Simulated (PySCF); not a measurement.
**Run report: CH5BOSi, property calculation**

CH5BOSi, SMILES O=CB[SiH3], computed with HF/ccECP-cc-pVTZ, RHF, core potentials ccecp (PySCF 2.14.0).

The geometry comes from this level: PBE0-D4/def2-TZVP.

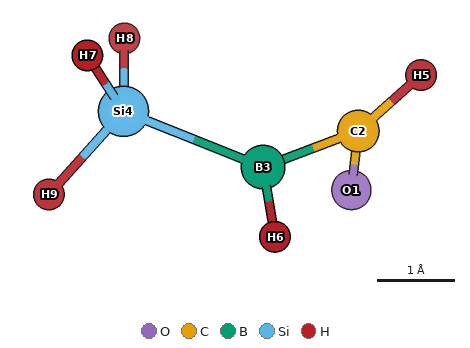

Figure 1. The structure as given in the input (ball-and-stick view, seen at a tilt; atoms are numbered from 1 in the order of the input).

**Summary**

```tsv
quantity	value
outcome	converged
total energy	−30.613030 hartree
basis functions	186
HOMO	−11.22 eV
LUMO	1.85 eV
dipole moment	2.55 D
hardware	1 thread of Arm Neoverse V1, 24 GiB of memory available, shared host
wall time	29 s
peak memory	1.2 GiB
```

**Input file (input.py)**
```python
# O=CB[SiH3]
from pyscf import gto, scf

mol = gto.Mole()
mol.atom = '''
O    1.060000   1.660600  -0.887400
C    0.382900   0.824100  -1.467700
B   -0.549900   0.473800  -0.302100
Si  -0.033900  -0.897000   1.073900
H    0.558700   0.558900  -2.523900
H   -1.528900   1.149300  -0.182900
H   -1.009100  -2.021200   0.959700
H    1.333000  -1.442600   0.858300
H   -0.124400  -0.352200   2.455000
'''
mol.basis = 'ccecp-cc-pvtz'
mol.verbose = 4
mol.max_memory = 1860
mol.ecp = {'O': 'ccecp', 'C': 'ccecp', 'B': 'ccecp', 'Si': 'ccecp', 'H': 'ccecp'}
mol.charge = 0
mol.build()

mf = scf.RHF(mol)
mf.conv_tol = 1e-10
mf.kernel()
if not mf.converged:
    mf = mf.newton().run(mf.mo_coeff, mf.mo_occ)

e_tot = mf.e_tot
print('E(%s) = %.9f' % ('HF', e_tot))
mf.analyze()
quad = mf.quad_moment()
```

Run as:
```bash
OMP_NUM_THREADS=1 python input.py
```

**The program's output**
```
PySCF version 2.14.0

[INPUT] num. atoms = 9
[INPUT] num. electrons = 22
[INPUT] charge = 0
[INPUT] spin (= nelec alpha-beta = 2S) = 0
[INPUT] symmetry False subgroup None
[INPUT] Mole.unit = angstrom
[INPUT] Symbol           X                Y                Z      unit          X                Y                Z       unit  Magmom
[INPUT]  1 O      1.060000000000   1.660600000000  -0.887400000000 AA    2.003109692039   3.138079202453  -1.676942962939 Bohr   0.0
[INPUT]  2 C      0.382900000000   0.824100000000  -1.467700000000 AA    0.723576133096   1.557323299254  -2.773551033024 Bohr   0.0
[INPUT]  3 B     -0.549900000000   0.473800000000  -0.302100000000 AA   -1.039160395898   0.895352237819  -0.570886262231 Bohr   0.0
[INPUT]  4 Si    -0.033900000000  -0.897000000000   1.073900000000 AA   -0.064061715623  -1.695084333735   2.029376885170 Bohr   0.0
[INPUT]  5 H      0.558700000000   0.558900000000  -2.523900000000 AA    1.055789985794   1.056167931019  -4.769479765790 Bohr   0.0
[INPUT]  6 H     -1.528900000000   1.149300000000  -0.182900000000 AA   -2.889202271848   2.171862234963  -0.345630908183 Bohr   0.0
[INPUT]  7 H     -1.009100000000  -2.021200000000   0.959700000000 AA   -1.906922632299  -3.819514442971   1.813570161745 Bohr   0.0
[INPUT]  8 H      1.333000000000  -1.442600000000   0.858300000000 AA    2.519004924045  -2.726118907298   1.621951932714 Bohr   0.0
[INPUT]  9 H     -0.124400000000  -0.352200000000   2.455000000000 AA   -0.235081929896  -0.665561541072   4.639277635807 Bohr   0.0

nuclear repulsion = 49.0866291573887
number of shells = 66
number of NR pGTOs = 353
number of NR cGTOs = 186
basis = ccecp-cc-pvtz
ecp = {'O': 'ccecp', 'C': 'ccecp', 'B': 'ccecp', 'Si': 'ccecp', 'H': 'ccecp'}

******** <class 'pyscf.scf.hf.RHF'> ********
method = RHF
initial guess = minao
damping factor = 0
level_shift factor = 0
DIIS = <class 'pyscf.scf.diis.CDIIS'>
diis_start_cycle = 1
diis_space = 8
diis_damp = 0
SCF conv_tol = 1e-10
SCF conv_tol_grad = None
SCF max_cycles = 50
direct_scf = True
direct_scf_tol = 1e-13
Set gradient conv threshold to 1e-05
Initial guess from minao.
init E= -30.2150920454809
  HOMO = -0.293380224625693  LUMO = -0.0549465395254884  gap/eV = 6.48811
cycle= 1 E= -30.4987201545162  delta_E= -0.284  |g|= 0.638  |ddm|= 4.89
  HOMO = -0.342879404890261  LUMO = 0.0479780444442719  gap/eV = 10.63577
cycle= 2 E= -30.5543013208579  delta_E= -0.0556  |g|= 0.539  |ddm|=  1.3
  HOMO = -0.408503172764179  LUMO = 0.0609757542586491  gap/eV = 12.77517
cycle= 3 E= -30.6100416364866  delta_E= -0.0557  |g|= 0.0704  |ddm|= 0.588
  HOMO = -0.40841097403532  LUMO = 0.0687661169634668  gap/eV = 12.98465
cycle= 4 E= -30.6127626976753  delta_E= -0.00272  |g|= 0.0151  |ddm|= 0.174
  HOMO = -0.41164371230674  LUMO = 0.0682250577016241  gap/eV = 13.05789
cycle= 5 E= -30.6129662950291  delta_E= -0.000204  |g|= 0.00698  |ddm|= 0.0428
  HOMO = -0.41179758781832  LUMO = 0.0681371267953819  gap/eV = 13.05969
cycle= 6 E= -30.6130167284988  delta_E= -5.04e-05  |g|= 0.00315  |ddm|= 0.0231
  HOMO = -0.412221595434624  LUMO = 0.0681319171626553  gap/eV = 13.07108
cycle= 7 E= -30.6130283264429  delta_E= -1.16e-05  |g|= 0.00106  |ddm|= 0.0126
  HOMO = -0.412201422534192  LUMO = 0.0681010742628918  gap/eV = 13.06970
cycle= 8 E= -30.61302962386  delta_E= -1.3e-06  |g|= 0.000206  |ddm|= 0.00481
  HOMO = -0.412192165738889  LUMO = 0.0680868041986595  gap/eV = 13.06906
cycle= 9 E= -30.6130296749735  delta_E= -5.11e-08  |g|= 4.9e-05  |ddm|= 0.000969
  HOMO = -0.412188081311101  LUMO = 0.0680912864934464  gap/eV = 13.06907
cycle= 10 E= -30.6130296776322  delta_E= -2.66e-09  |g|= 1.96e-05  |ddm|= 0.000203
  HOMO = -0.412188826694888  LUMO = 0.0680889908737135  gap/eV = 13.06903
cycle= 11 E= -30.6130296781467  delta_E= -5.15e-10  |g|= 1.04e-05  |ddm|= 7.68e-05
  HOMO = -0.412186754219715  LUMO = 0.068090242688996  gap/eV = 13.06900
cycle= 12 E= -30.613029678337  delta_E= -1.9e-10  |g|= 4.86e-06  |ddm|= 5.01e-05
  HOMO = -0.412186747020709  LUMO = 0.0680898905529268  gap/eV = 13.06899
cycle= 13 E= -30.6130296783789  delta_E= -4.19e-11  |g|= 2.02e-06  |ddm|= 2.73e-05
  HOMO = -0.412186640817392  LUMO = 0.0680899347335377  gap/eV = 13.06899
```

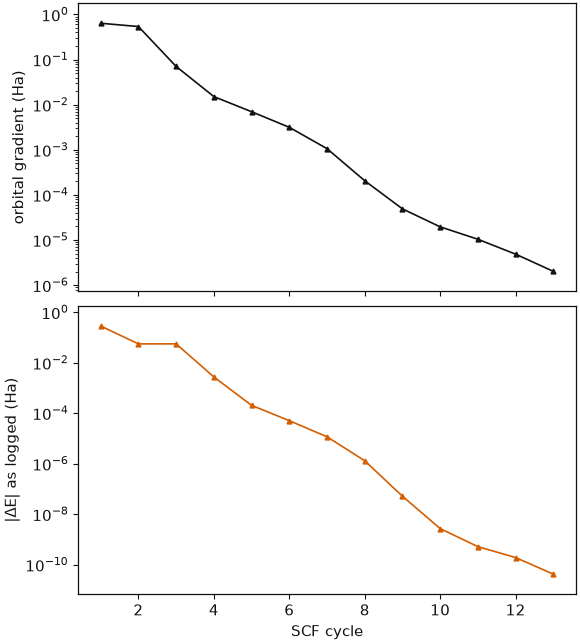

Figure 2. Convergence of the self-consistent field: orbital gradient and size of the energy change against the SCF cycle. The residual falls at every step.

```
Extra cycle  E= -30.6130296783822  delta_E= -3.33e-12  |g|= 1.43e-06  |ddm|= 5.24e-06
converged SCF energy = -30.6130296783822
E(HF) = -30.613029678
**** SCF Summaries ****
Total Energy =                         -30.613029678382233
Nuclear Repulsion Energy =              49.086629157388685
One-electron Energy =                 -144.650911718130288
Two-electron Energy =                   64.951252882359370
Two-electron Coulomb Energy =           73.464443129194805
DFT Exchange-Correlation Energy =       -8.513190246835435
HOMO-LUMO gap [eV] =                    13.068991293680055
**** MO energy ****
MO #1   energy= -1.43287665886371  occ= 2
MO #2   energy= -0.874366965388838 occ= 2
MO #3   energy= -0.76738690166767  occ= 2
MO #4   energy= -0.710041515944481 occ= 2
MO #5   energy= -0.648118648192461 occ= 2
MO #6   energy= -0.586542557804632 occ= 2
MO #7   energy= -0.545578352543666 occ= 2
MO #8   energy= -0.484843303129956 occ= 2
MO #9   energy= -0.480473307915543 occ= 2
MO #10  energy= -0.431787055457047 occ= 2
MO #11  energy= -0.412186640817392 occ= 2
MO #12  energy= 0.0680899347335377 occ= 0
MO #13  energy= 0.0986795819927515 occ= 0
MO #14  energy= 0.133330044771406  occ= 0
MO #15  energy= 0.145912959757312  occ= 0
MO #16  energy= 0.154233409287715  occ= 0
MO #17  energy= 0.161151622460998  occ= 0
MO #18  energy= 0.180182488033226  occ= 0
MO #19  energy= 0.203214044305792  occ= 0
MO #20  energy= 0.253515927690383  occ= 0
MO #21  energy= 0.263351749052271  occ= 0
MO #22  energy= 0.269400049790636  occ= 0
MO #23  energy= 0.303396948481331  occ= 0
MO #24  energy= 0.317729008055989  occ= 0
MO #25  energy= 0.351995988677136  occ= 0
MO #26  energy= 0.380804600161951  occ= 0
MO #27  energy= 0.387339188552692  occ= 0
MO #28  energy= 0.40776875933227   occ= 0
MO #29  energy= 0.419361285624949  occ= 0
MO #30  energy= 0.439389422682647  occ= 0
MO #31  energy= 0.451720694130888  occ= 0
MO #32  energy= 0.466920490026978  occ= 0
MO #33  energy= 0.487359220318074  occ= 0
MO #34  energy= 0.52247792438321   occ= 0
MO #35  energy= 0.553965431545514  occ= 0
MO #36  energy= 0.575147560104073  occ= 0
MO #37  energy= 0.588256585262866  occ= 0
MO #38  energy= 0.636318630409235  occ= 0
MO #39  energy= 0.644392993179525  occ= 0
MO #40  energy= 0.663459374341177  occ= 0
MO #41  energy= 0.705732673422749  occ= 0
MO #42  energy= 0.718705818486227  occ= 0
MO #43  energy= 0.748619610520554  occ= 0
MO #44  energy= 0.754853669762554  occ= 0
MO #45  energy= 0.77104651136823   occ= 0
MO #46  energy= 0.801491069646088  occ= 0
MO #47  energy= 0.823903078149703  occ= 0
MO #48  energy= 0.864857989382042  occ= 0
MO #49  energy= 0.893629853955778  occ= 0
MO #50  energy= 0.925975644245194  occ= 0
MO #51  energy= 0.945812524223335  occ= 0
MO #52  energy= 0.979389912922002  occ= 0
MO #53  energy= 0.992447584245884  occ= 0
MO #54  energy= 1.03355452055863   occ= 0
MO #55  energy= 1.06736257581027   occ= 0
MO #56  energy= 1.08363185156016   occ= 0
MO #57  energy= 1.11849501247539   occ= 0
MO #58  energy= 1.17165123907284   occ= 0
MO #59  energy= 1.18294803143806   occ= 0
MO #60  energy= 1.21000982065232   occ= 0
MO #61  energy= 1.27532309058072   occ= 0
MO #62  energy= 1.28397020660261   occ= 0
MO #63  energy= 1.31146484258416   occ= 0
MO #64  energy= 1.32715257580397   occ= 0
MO #65  energy= 1.33103338792552   occ= 0
MO #66  energy= 1.37054910555152   occ= 0
MO #67  energy= 1.37251215891567   occ= 0
MO #68  energy= 1.38838912919278   occ= 0
MO #69  energy= 1.41721325928002   occ= 0
MO #70  energy= 1.42228715944016   occ= 0
MO #71  energy= 1.47298831257787   occ= 0
MO #72  energy= 1.48425628240792   occ= 0
MO #73  energy= 1.52674155760413   occ= 0
MO #74  energy= 1.54036891534579   occ= 0
MO #75  energy= 1.58259201739441   occ= 0
MO #76  energy= 1.60330174046786   occ= 0
MO #77  energy= 1.61013728160522   occ= 0
MO #78  energy= 1.62433696283618   occ= 0
MO #79  energy= 1.65249514513669   occ= 0
MO #80  energy= 1.68800639279409   occ= 0
MO #81  energy= 1.70973141336935   occ= 0
MO #82  energy= 1.73695249776725   occ= 0
MO #83  energy= 1.74251447758344   occ= 0
MO #84  energy= 1.80078165127592   occ= 0
MO #85  energy= 1.85573527647159   occ= 0
MO #86  energy= 1.8787708928377    occ= 0
MO #87  energy= 1.92911080835689   occ= 0
MO #88  energy= 1.98728611007891   occ= 0
MO #89  energy= 2.02481542241176   occ= 0
MO #90  energy= 2.07888732618494   occ= 0
MO #91  energy= 2.11015462836504   occ= 0
MO #92  energy= 2.13693830009102   occ= 0
MO #93  energy= 2.20448263430163   occ= 0
MO #94  energy= 2.22484458517497   occ= 0
MO #95  energy= 2.24433787986507   occ= 0
MO #96  energy= 2.25770003911411   occ= 0
MO #97  energy= 2.30003753627479   occ= 0
MO #98  energy= 2.32868941410498   occ= 0
MO #99  energy= 2.33416974716328   occ= 0
MO #100 energy= 2.38615258703934   occ= 0
MO #101 energy= 2.43134729163061   occ= 0
MO #102 energy= 2.47460826735296   occ= 0
MO #103 energy= 2.53158609807006   occ= 0
MO #104 energy= 2.57606539688783   occ= 0
MO #105 energy= 2.62888111920225   occ= 0
MO #106 energy= 2.6531914528094    occ= 0
MO #107 energy= 2.68746236393904   occ= 0
MO #108 energy= 2.76532481846983   occ= 0
MO #109 energy= 2.83374533945609   occ= 0
MO #110 energy= 2.84230657573477   occ= 0
MO #111 energy= 2.90512028764984   occ= 0
MO #112 energy= 2.9612234127722    occ= 0
MO #113 energy= 3.03121518229849   occ= 0
MO #114 energy= 3.09522499468519   occ= 0
MO #115 energy= 3.24801787847727   occ= 0
MO #116 energy= 3.29585568480196   occ= 0
MO #117 energy= 3.35001478394423   occ= 0
MO #118 energy= 3.41704900572658   occ= 0
MO #119 energy= 3.4442273681106    occ= 0
MO #120 energy= 3.47792634801429   occ= 0
MO #121 energy= 3.52236340685444   occ= 0
MO #122 energy= 3.54817122483294   occ= 0
MO #123 energy= 3.55788631318276   occ= 0
MO #124 energy= 3.59564946855031   occ= 0
MO #125 energy= 3.62846020215508   occ= 0
MO #126 energy= 3.66196748600155   occ= 0
MO #127 energy= 3.68092888739287   occ= 0
MO #128 energy= 3.70666311979404   occ= 0
MO #129 energy= 3.72991457572536   occ= 0
MO #130 energy= 3.73783057411657   occ= 0
MO #131 energy= 3.75750754537829   occ= 0
MO #132 energy= 3.87173112097915   occ= 0
MO #133 energy= 3.89493689909896   occ= 0
MO #134 energy= 3.91787135786247   occ= 0
MO #135 energy= 3.93254915658182   occ= 0
MO #136 energy= 3.94125507652485   occ= 0
MO #137 energy= 3.96057330418819   occ= 0
MO #138 energy= 4.03682059905565   occ= 0
MO #139 energy= 4.06494547187518   occ= 0
MO #140 energy= 4.10655309559949   occ= 0
MO #141 energy= 4.11365112564972   occ= 0
MO #142 energy= 4.12245860734579   occ= 0
MO #143 energy= 4.1433451126668    occ= 0
MO #144 energy= 4.18461018481388   occ= 0
MO #145 energy= 4.22945655637175   occ= 0
MO #146 energy= 4.28370669535667   occ= 0
MO #147 energy= 4.29853862719251   occ= 0
MO #148 energy= 4.30606829085423   occ= 0
MO #149 energy= 4.33195782605436   occ= 0
MO #150 energy= 4.35894719826824   occ= 0
MO #151 energy= 4.38864703994666   occ= 0
MO #152 energy= 4.43731619292941   occ= 0
MO #153 energy= 4.48893167324383   occ= 0
MO #154 energy= 4.51046175871678   occ= 0
MO #155 energy= 4.60559971226376   occ= 0
MO #156 energy= 4.62166864015476   occ= 0
MO #157 energy= 4.63106893181186   occ= 0
MO #158 energy= 4.66707151325673   occ= 0
MO #159 energy= 4.6936879293379    occ= 0
MO #160 energy= 4.81268716424807   occ= 0
MO #161 energy= 4.8223508674376    occ= 0
MO #162 energy= 4.84324304636619   occ= 0
MO #163 energy= 4.98766005082766   occ= 0
MO #164 energy= 5.00612068423824   occ= 0
MO #165 energy= 5.05259482580799   occ= 0
MO #166 energy= 5.13063644183744   occ= 0
MO #167 energy= 5.20323031438775   occ= 0
MO #168 energy= 5.2615667316381    occ= 0
MO #169 energy= 5.3818609780652    occ= 0
MO #170 energy= 5.62501934235439   occ= 0
MO #171 energy= 5.64674339047109   occ= 0
MO #172 energy= 5.65225764191607   occ= 0
MO #173 energy= 6.01837889231127   occ= 0
MO #174 energy= 6.21900610213382   occ= 0
MO #175 energy= 6.56503033566705   occ= 0
MO #176 energy= 6.65541775624379   occ= 0
MO #177 energy= 6.95999398187061   occ= 0
MO #178 energy= 7.11681264334094   occ= 0
MO #179 energy= 7.18710510346378   occ= 0
MO #180 energy= 7.5105260058258    occ= 0
MO #181 energy= 7.67286680101364   occ= 0
MO #182 energy= 7.73220491505083   occ= 0
MO #183 energy= 8.21775971433439   occ= 0
MO #184 energy= 9.3404263020831    occ= 0
MO #185 energy= 15.81512986968     occ= 0
MO #186 energy= 21.364501003524    occ= 0
 ** Mulliken pop on meta-lowdin orthogonal AOs  **
 ** Mulliken pop  **
pop of  0 O 2s            1.66250
pop of  0 O 3s            0.00045
pop of  0 O 4s            0.00414
pop of  0 O 2px           1.55894
pop of  0 O 2py           1.47114
pop of  0 O 2pz           1.72663
pop of  0 O 3px           0.00013
pop of  0 O 3py           0.00011
pop of  0 O 3pz           0.00017
pop of  0 O 4px           0.00328
pop of  0 O 4py           0.00145
pop of  0 O 4pz           0.00819
pop of  0 O 3dxy          0.00065
pop of  0 O 3dyz          0.00060
pop of  0 O 3dz^2         0.00025
pop of  0 O 3dxz          0.00052
pop of  0 O 3dx2-y2       0.00063
pop of  0 O 4dxy          0.00633
pop of  0 O 4dyz          0.00449
pop of  0 O 4dz^2         0.00110
pop of  0 O 4dxz          0.00332
pop of  0 O 4dx2-y2       0.00343
pop of  0 O 4f-3          0.00015
pop of  0 O 4f-2          0.00052
pop of  0 O 4f-1          0.00008
pop of  0 O 4f+0          0.00023
pop of  0 O 4f+1          0.00007
pop of  0 O 4f+2          0.00012
pop of  0 O 4f+3          0.00026
pop of  1 C 2s            0.98383
pop of  1 C 3s            0.00022
pop of  1 C 4s            0.00412
pop of  1 C 2px           0.85877
pop of  1 C 2py           0.74991
pop of  1 C 2pz           1.08572
pop of  1 C 3px           0.00037
pop of  1 C 3py           0.00036
pop of  1 C 3pz           0.00020
pop of  1 C 4px           0.01071
pop of  1 C 4py           0.00969
pop of  1 C 4pz           0.00537
pop of  1 C 3dxy          0.00152
pop of  1 C 3dyz          0.00169
pop of  1 C 3dz^2         0.00257
pop of  1 C 3dxz          0.00194
pop of  1 C 3dx2-y2       0.00204
pop of  1 C 4dxy          0.00237
pop of  1 C 4dyz          0.00312
pop of  1 C 4dz^2         0.00433
pop of  1 C 4dxz          0.00513
pop of  1 C 4dx2-y2       0.00298
pop of  1 C 4f-3          0.00036
pop of  1 C 4f-2          0.00102
pop of  1 C 4f-1          0.00078
pop of  1 C 4f+0          0.00097
pop of  1 C 4f+1          0.00044
pop of  1 C 4f+2          0.00025
pop of  1 C 4f+3          0.00045
pop of  2 B 2s            0.89194
pop of  2 B 3s            0.00036
pop of  2 B 4s            0.00350
pop of  2 B 2px           0.68157
pop of  2 B 2py           0.61153
pop of  2 B 2pz           0.83522
pop of  2 B 3px           0.00035
pop of  2 B 3py           0.00038
pop of  2 B 3pz           0.00040
pop of  2 B 4px           0.00669
pop of  2 B 4py           0.00630
pop of  2 B 4pz           0.00804
pop of  2 B 3dxy          0.00200
pop of  2 B 3dyz          0.00133
pop of  2 B 3dz^2         0.00155
pop of  2 B 3dxz          0.00143
pop of  2 B 3dx2-y2       0.00052
pop of  2 B 4dxy          0.00345
pop of  2 B 4dyz          0.00464
pop of  2 B 4dz^2         0.00220
pop of  2 B 4dxz          0.00297
pop of  2 B 4dx2-y2       0.00137
pop of  2 B 4f-3          0.00050
pop of  2 B 4f-2          0.00053
pop of  2 B 4f-1          0.00112
pop of  2 B 4f+0          0.00016
pop of  2 B 4f+1          0.00082
pop of  2 B 4f+2          0.00099
pop of  2 B 4f+3          0.00016
pop of  3 Si 3s           0.98711
pop of  3 Si 4s           0.00016
pop of  3 Si 5s           0.00166
pop of  3 Si 3px          0.78531
pop of  3 Si 3py          0.78251
pop of  3 Si 3pz          0.80116
pop of  3 Si 4px          0.00481
pop of  3 Si 4py          0.00528
pop of  3 Si 4pz          0.00515
pop of  3 Si 5px          0.00660
pop of  3 Si 5py          0.00722
pop of  3 Si 5pz          0.00696
pop of  3 Si 3dxy         0.00757
pop of  3 Si 3dyz         0.00612
pop of  3 Si 3dz^2        0.00748
pop of  3 Si 3dxz         0.00116
pop of  3 Si 3dx2-y2      0.00347
pop of  3 Si 4dxy         0.00427
pop of  3 Si 4dyz         0.00543
pop of  3 Si 4dz^2        0.00313
pop of  3 Si 4dxz         0.00196
pop of  3 Si 4dx2-y2      0.00244
pop of  3 Si 4f-3         0.00071
pop of  3 Si 4f-2         0.00016
pop of  3 Si 4f-1         0.00154
pop of  3 Si 4f+0         0.00050
pop of  3 Si 4f+1         0.00013
pop of  3 Si 4f+2         0.00007
pop of  3 Si 4f+3         0.00068
pop of  4 H 1s            0.87236
pop of  4 H 2s            0.01434
pop of  4 H 3s            0.00389
pop of  4 H 2px           0.00072
pop of  4 H 2py           0.00063
pop of  4 H 2pz           0.00119
pop of  4 H 3px           0.00025
pop of  4 H 3py           0.00028
pop of  4 H 3pz           0.00057
pop of  4 H 3dxy          0.00004
pop of  4 H 3dyz          0.00009
pop of  4 H 3dz^2         0.00021
pop of  4 H 3dxz          0.00004
pop of  4 H 3dx2-y2       0.00002
pop of  5 H 1s            0.96615
pop of  5 H 2s            0.01118
pop of  5 H 3s            0.00096
pop of  5 H 2px           0.00175
pop of  5 H 2py           0.00108
pop of  5 H 2pz           0.00045
pop of  5 H 3px           0.00014
pop of  5 H 3py           0.00011
pop of  5 H 3pz           0.00023
pop of  5 H 3dxy          0.00019
pop of  5 H 3dyz          0.00001
pop of  5 H 3dz^2         0.00008
pop of  5 H 3dxz          0.00003
pop of  5 H 3dx2-y2       0.00008
pop of  6 H 1s            1.12483
pop of  6 H 2s            0.00497
pop of  6 H 3s            0.00113
pop of  6 H 2px           0.00300
pop of  6 H 2py           0.00424
pop of  6 H 2pz           0.00014
pop of  6 H 3px           0.00008
pop of  6 H 3py           0.00007
pop of  6 H 3pz           0.00008
pop of  6 H 3dxy          0.00036
pop of  6 H 3dyz          0.00001
pop of  6 H 3dz^2         0.00012
pop of  6 H 3dxz          0.00001
pop of  6 H 3dx2-y2       0.00001
pop of  7 H 1s            1.12526
pop of  7 H 2s            0.00537
pop of  7 H 3s            0.00105
pop of  7 H 2px           0.00631
pop of  7 H 2py           0.00112
pop of  7 H 2pz           0.00026
pop of  7 H 3px           0.00008
pop of  7 H 3py           0.00008
pop of  7 H 3pz           0.00009
pop of  7 H 3dxy          0.00018
pop of  7 H 3dyz          0.00001
pop of  7 H 3dz^2         0.00011
pop of  7 H 3dxz          0.00003
pop of  7 H 3dx2-y2       0.00019
pop of  8 H 1s            1.11519
pop of  8 H 2s            0.00545
pop of  8 H 3s            0.00088
pop of  8 H 2px           0.00021
pop of  8 H 2py           0.00102
pop of  8 H 2pz           0.00636
pop of  8 H 3px           0.00009
pop of  8 H 3py           0.00008
pop of  8 H 3pz           0.00007
pop of  8 H 3dxy          0.00001
pop of  8 H 3dyz          0.00016
pop of  8 H 3dz^2         0.00032
pop of  8 H 3dxz          0.00002
pop of  8 H 3dx2-y2       0.00001
 ** Mulliken atomic charges  **
charge of    0O =     -0.45988
charge of    1C =      0.25878
charge of    2B =     -0.07203
charge of    3Si =      0.55928
charge of    4H =      0.10537
charge of    5H =      0.01758
charge of    6H =     -0.13905
charge of    7H =     -0.14016
charge of    8H =     -0.12988
Dipole moment(X, Y, Z, Debye): -1.30437, -1.40987, -1.67951
Traceless quadrupole moment (Debye*A):
```

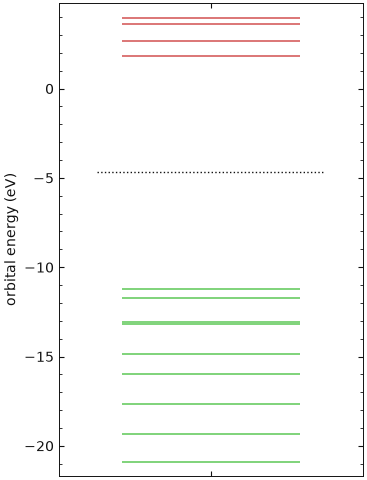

Figure 3. Orbital energies near the frontier; the dotted line parts filled from empty levels, and levels within 0.02 eV of each other stand side by side. Highest filled −11.22 eV, lowest empty 1.85 eV, 13.07 eV apart.
